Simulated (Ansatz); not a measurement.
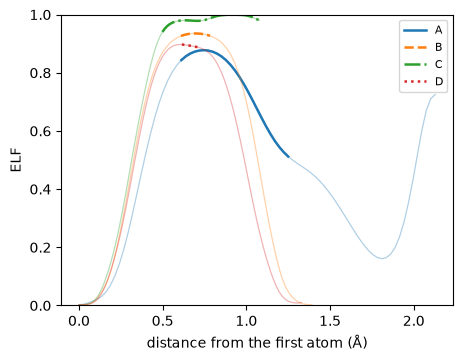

Figure 1: H₃C₅I₂N. ELF along straight lines between neighbouring atoms. Thin, pale parts lie inside the atomic spheres.

Space group Fmm2; a generated structure, not necessarily the stable one; not relaxed (largest force 1.0 eV/Å).

All numbers below come from DFT, PAW plane waves, PBE (Ansatz 0.2.0).

Core electrons are frozen (PAW), and the valence fields are smoothed inside the atomic spheres.

```xyz
44
Lattice="-6.8551 0.0000 0.0000 0.0000 17.1390 0.0000 0.0000 0.0000 -6.2425" Properties=species:S:1:pos:R:3 pbc="T T T"
I    -3.4276   14.2101   -4.0252
I     0.0000    5.6406   -4.0252
I     0.0000   14.2101   -0.9039
I    -3.4276    5.6406   -0.9039
I     0.0000   11.4984   -4.0252
I    -3.4276    2.9289   -4.0252
I    -3.4276   11.4984   -0.9039
I     0.0000    2.9289   -0.9039
N     0.0000    8.5695   -4.4540
N    -3.4276    0.0000   -4.4540
N    -3.4276    8.5695   -1.3328
N     0.0000    0.0000   -1.3328
C    -3.4276   16.0113   -5.1576
C     0.0000    7.4418   -5.1576
C     0.0000   16.0113   -2.0363
C    -3.4276    7.4418   -2.0363
C     0.0000    9.6973   -5.1576
C    -3.4276    1.1277   -5.1576
C    -3.4276    9.6973   -2.0363
C     0.0000    1.1277   -2.0363
C     0.0000   15.9221   -3.4315
C    -3.4276    7.3526   -3.4315
C    -3.4276   15.9221   -0.3103
C     0.0000    7.3526   -0.3103
C    -3.4276    9.7864   -3.4315
C     0.0000    1.2169   -3.4315
C     0.0000    9.7864   -0.3103
C    -3.4276    1.2169   -0.3103
H     0.0000   14.9756   -3.9473
H    -3.4276    6.4061   -3.9473
H    -3.4276   14.9756   -0.8260
H     0.0000    6.4061   -0.8260
H    -3.4276   10.7330   -3.9473
H     0.0000    2.1635   -3.9473
H     0.0000   10.7330   -0.8260
H    -3.4276    2.1635   -0.8260
C    -3.4276    8.5695   -4.1076
C     0.0000    0.0000   -4.1076
C     0.0000    8.5695   -0.9863
C    -3.4276    0.0000   -0.9863
H    -3.4276    8.5695   -5.1857
H     0.0000    0.0000   -5.1857
H     0.0000    8.5695   -2.0644
H    -3.4276    0.0000   -2.0644
```

Which curve belongs to which contact (C–C, C–H, C–I and C–N)? The first atom named is at distance zero.

Curve A: C–I (2.13 Å): the ELF peaks at about 0.90 between the atoms, as expected for a shared electron pair. Curve B: C–C (1.39 Å): the ELF peaks at about 0.95 between the atoms, as expected for a covalent bond. Curve C: C–H (1.08 Å): the ELF climbs to about 1 towards the hydrogen, as it does in any bond to H: a covalent bond by its length. Curve D: C–N (1.33 Å): the ELF peaks at about 0.90 between the atoms; a covalent bond.
